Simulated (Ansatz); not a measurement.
Run report: C₂H₇BO₂, phonon calculation

- system: C₂H₇BO₂
- method: RKS PBE/def2-SVP (Ansatz 0.2.0)

It belongs to a series of runs on one base structure; here: vibrations at the highest image of the band. Figures and captions count atoms from 1; the log counts them from 0 in places.

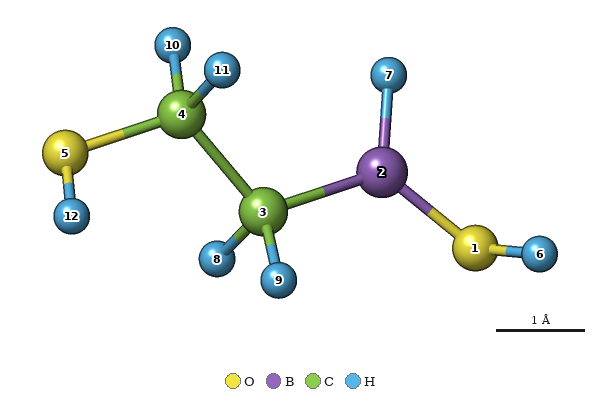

**Figure 1.** The input geometry (ball-and-stick view, seen at a tilt; atoms are numbered from 1 in the order of the input). Bond lengths as drawn: B–C 1.58 Å, B–H 1.23 Å, B–O 1.37 Å, C–C 1.53 Å, C–H 1.11 to 1.12 Å, C–O 1.42 Å and H–O 0.97 Å.

Input:
```yaml
crystal:
  periodic: [false, false, false]
  atoms:
    - { symbol: O, position_ang: [-2.404192, 0.975919, -0.268477] }
    - { symbol: B, position_ang: [-1.407035, 0.232868, 0.3121] }
    - { symbol: C, position_ang: [-0.040486, -0.039037, -0.42641] }
    - { symbol: C, position_ang: [1.147218, -0.470201, 0.435271] }
    - { symbol: O, position_ang: [2.225265, -1.024943, -0.3019] }
    - { symbol: H, position_ang: [-2.526493, 1.92428, -0.133723] }
    - { symbol: H, position_ang: [-1.649157, -0.33178, 1.379867] }
    - { symbol: H, position_ang: [-0.296797, -0.893419, -1.105557] }
    - { symbol: H, position_ang: [0.226064, 0.79806, -1.112092] }
    - { symbol: H, position_ang: [0.825116, -1.262652, 1.143603] }
    - { symbol: H, position_ang: [1.482366, 0.391016, 1.068375] }
    - { symbol: H, position_ang: [2.494932, -0.355311, -0.957054] }
basis:
  gaussian: { orbitals: def2-SVP }
hamiltonian:
  xc: pbe
phonons: {}
```

Launch command:
```bash
ansatz run input.yaml --threads 2 --pin off --max-ram 3072MiB --backend cpu --events-out ev --progress --plain --runs-dir out
```

Output:
```
Engine: ansatz 0.2.0, aarch64-unknown-linux-gnu
Functional definition: PBE
  parameter kappa = 0.804
  parameter beta = 0.06672455060314922
  exchange = pbe_x(kappa = kappa, mu = beta*pi^2/3)
  correlation = pbe_c(beta = beta)
1162 factors; their error is unknown
mean field evaluation 1: about -6933.3745 eV, gradient 7.5e1 eV
mean field evaluation 2: about -6910.5072 eV, gradient 1.3e2 eV
mean field evaluation 4: about -6945.0597 eV, gradient 7.9e0 eV
mean field evaluation 8: about -6945.1541 eV, gradient 2.3e-1 eV
mean field evaluation 16: about -6945.1543 eV, gradient 2.3e-5 eV
mean field -6945.15425259 eV, -255.2297111882 hartree, gradient 2.3e-5 eV, S^2 0.000000; 0 other end points of the search recorded, 0 dependent functions left out
the calculation of the forces begins
reference -6945.15428562 eV, -255.2297124018 hartree; 20, 20 occupied and 85, 85 virtual orbitals, 1162 factors
these checks for a lower state are left out or cut short: stability, starts, cluster_reference, orbital_swaps, neighbouring_geometries, increment
1162 factors; their error is unknown
mean field -6945.15419463 eV, -255.2297090581 hartree, gradient 7.8e-7 eV, S^2 0.000000; 0 other end points of the search recorded, 0 dependent functions left out
[... from here on the field's lines of each further geometry are left out, up to the last ...]
the calculation of the forces begins
reference -6945.15421784 eV, -255.2297099110 hartree; 20, 20 occupied and 85, 85 virtual orbitals, 1162 factors
these checks for a lower state are left out or cut short: stability, starts, cluster_reference, orbital_swaps, neighbouring_geometries, increment
1162 factors; their error is unknown
mean field evaluation 448: about -6945.1542 eV, gradient 1.2e-6 eV
mean field -6945.15417885 eV, -255.2297084781 hartree, gradient 1.2e-6 eV, S^2 0.000000; 0 other end points of the search recorded, 0 dependent functions left out
the calculation of the forces begins
reference -6945.15421189 eV, -255.2297096923 hartree; 20, 20 occupied and 85, 85 virtual orbitals, 1162 factors
WARN: phonons: modes at or below zero, which the zero-point energy, F, S and C_V leave out: 1, the lowest at -812.11 cm⁻¹. A minimum has none, and a first-order saddle one
Total energy: -6945.15428562 eV, -255.2297124018 hartree
Atom 0 at    -2.404192     0.975919    -0.268477 Å, force     0.002267     0.004757     0.002175 eV/Å
Atom 1 at    -1.407035     0.232868     0.312100 Å, force    -0.001274    -0.002884    -0.000419 eV/Å
Atom 2 at    -0.040486    -0.039037    -0.426410 Å, force    -0.002266    -0.001778    -0.006153 eV/Å
Atom 3 at     1.147218    -0.470201     0.435271 Å, force     0.002001    -0.005250     0.001408 eV/Å
Atom 4 at     2.225265    -1.024943    -0.301900 Å, force    -0.002591     0.003878    -0.000464 eV/Å
Atom 5 at    -2.526493     1.924280    -0.133723 Å, force    -0.000782    -0.001281    -0.000461 eV/Å
Atom 6 at    -1.649157    -0.331780     1.379867 Å, force    -0.000791     0.000698     0.001259 eV/Å
Atom 7 at    -0.296797    -0.893419    -1.105557 Å, force     0.001992     0.001645     0.003963 eV/Å
Atom 8 at     0.226064     0.798060    -1.112092 Å, force     0.000708    -0.000463    -0.002225 eV/Å
Atom 9 at     0.825116    -1.262652     1.143603 Å, force     0.001005    -0.000634     0.000435 eV/Å
Atom 10 at     1.482366     0.391016     1.068375 Å, force    -0.001532     0.000587    -0.000770 eV/Å
Atom 11 at     2.494932    -0.355311    -0.957054 Å, force     0.001262     0.000726     0.001252 eV/Å
Dipole moment:    -0.083067     0.602750    -0.109465 e Å
Vibrations: -812.11 75.39 108.69 180.39 312.47 382.77 443.84 523.43 560.99 793.60 940.75 987.70 1016.49 1057.89 1090.14 1114.88 1151.34 1240.67 1324.02 1350.25 1366.26 1370.04 1437.93 2451.17 2883.15 2910.21 2978.07 3014.10 3696.64 3880.16 cm⁻¹, zero-point energy 2.519571 eV
```

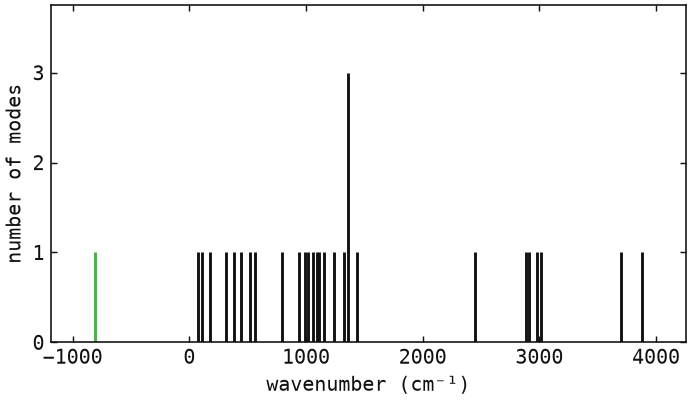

**Figure 2.** Harmonic vibrational wavenumbers from the force constants; neighbouring modes closer than 21 cm⁻¹ are counted in one stick, and imaginary ones are drawn at negative wavenumbers. 30 modes from 812i to 3880 cm⁻¹, 1 imaginary beyond 8i (812i cm⁻¹): a first-order saddle point, if the geometry is stationary.

Summary:

- outcome: converged
- total energy: −6945.1543 eV
- mean-field energy: −6945.1543 eV
- largest force (length of the vector): 0.007 eV/Å
- hardware: 2 threads of Arm Neoverse V2, 24 GiB of memory available, shared host
- wall time: 68 s (CPU time 2.2 min)
- peak memory: 0.13 GiB
